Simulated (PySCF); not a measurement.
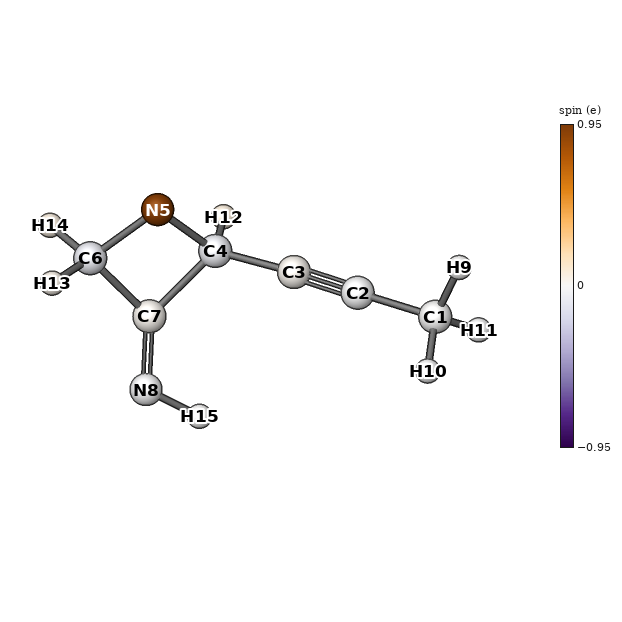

Atoms are coloured by their Mulliken spin populations. The species is neutral and a spin doublet. Computed geometry: GFN2-xTB optimisation. No frequency run is at hand to confirm it as a minimum. Level of theory: UKS B3LYP, pcH-1 on C H N, non-relativistic (PySCF 2.14.0).

Which atom carries the largest spin population?

N5 (0.92 e).

Which atom has the lowest spin population?

C6 (−0.07 e); a negative value comes from spin polarisation.

Give the Mulliken spin populations atom by atom.

```csv
atom,value (e)
C1,0.00
C2,−0.01
C3,0.02
C4,−0.06
N5,0.92
C6,−0.07
C7,0.03
N8,−0.01
H9,0.00
H10,0.00
H11,0.00
H12,0.07
H13,0.04
H14,0.06
H15,0.00
```

Mulliken values depend strongly on the basis set.
